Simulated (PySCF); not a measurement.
## Electronic structure of C$_{3}$H$_{10}$O$_{2}$Si$_{2}$ in real space

```xyz
17

C    -2.7158   -0.8808    0.0116
C    -1.9400    0.4105   -0.2023
C    -0.4451    0.1908   -0.1949
O     0.0787   -0.8806   -0.0031
O     0.2330    1.2925   -0.4161
Si    1.9195    1.3802   -0.4548
Si    2.7361   -0.7368   -0.0477
H    -2.4975   -1.5880   -0.7843
H    -2.4307   -1.3389    0.9550
H    -3.7842   -0.6818    0.0237
H    -2.2010    0.8756   -1.1560
H    -2.1649    1.1382    0.5818
H     2.1085    2.4391    0.5408
H     2.0826    1.9849   -1.7801
H     2.4070   -1.2477    1.2824
H     4.2111   -0.6332   -0.0746
H     2.3957   -1.7120   -1.0829
```

Geometry: GFN2-xTB.

Method: PBE0/def2-SVPD, SCF density, gas phase in PySCF.

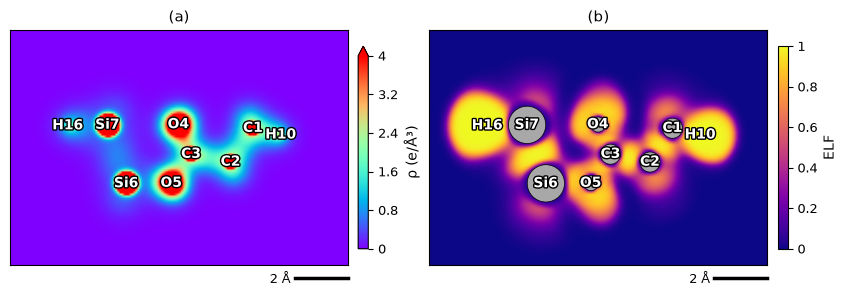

Figure 1. (a) total electron density; (b) ELF on the plane of atoms C1, C2 and C3. Grey discs cover the atomic cores in the ELF map.

What does the map show?

Answer. Atoms in the plane: C, O, Si and H. C–O (1.21 Å): ρ at the midpoint is about 3.3 e/Å³; the ELF peaks at about 0.90 between the atoms; a short, multiple covalent bond. C–C (1.51 Å): ρ is about 1.7 e/Å³ halfway; the ELF peaks at about 0.95 between the atoms; a covalent bond. Si–O (1.69 Å): ρ is about 0.99 e/Å³ halfway; the ELF peaks at about 0.90 between the atoms (a shared but strongly polarised pair). Si–Si (2.31 Å): ρ at the midpoint is about 0.68 e/Å³; the ELF peaks at about 1 between the atoms; localised, covalent bonding. C–H (1.09 Å): ρ at the midpoint is about 2 e/Å³; the ELF climbs to about 1 towards the hydrogen, as it does in any bond to H (an ordinary covalent bond to hydrogen). The ELF also peaks beside O5 and O4, away from the bonds: lone-pair regions.

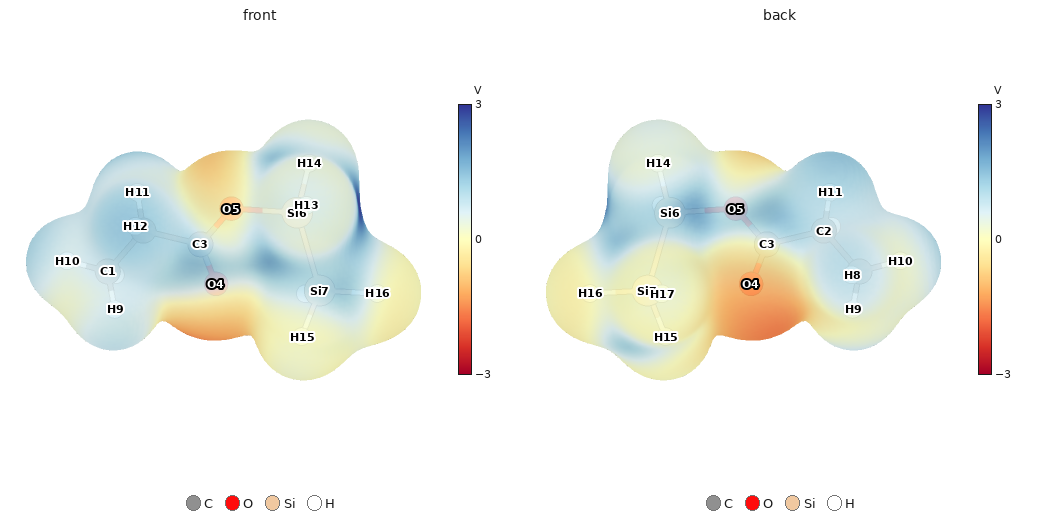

Figure 2. The electrostatic potential painted on the density surface at 0.004 e/bohr³, seen from the front and from behind; the colour scale runs from red (negative) to blue (positive).

Where is the surface potential most negative and most positive?

Answer. The most negative region (about −1.6 V) lies over O4, the most positive (about +2.6 V) over Si6. O4 is the likeliest acceptor of a hydrogen bond.
